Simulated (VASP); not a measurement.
Band structure of BPO4 (sg82). These are r2SCAN meta-GGA, VASP's PBE PAW potentials (set 64) (plane waves; VASP 6.6.1) values and carry that method's errors.

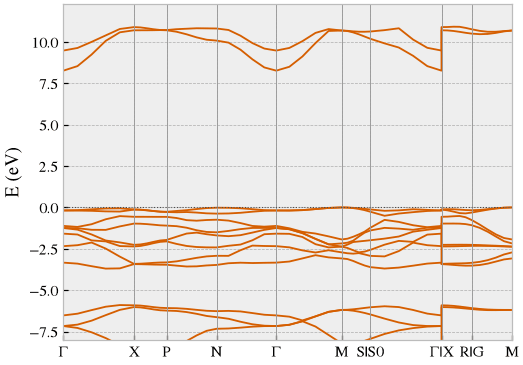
Fig. 1. Bands along high-symmetry lines, zero at the valence-band maximum or, without a gap, the Fermi level

Read the plot: is there a gap, and where are the band edges?

The gap is indirect, 8.27 eV, from the valence maximum at M to the conduction minimum at Γ.

The compound is BPO4 in the sg82 structure. It was relaxed first.
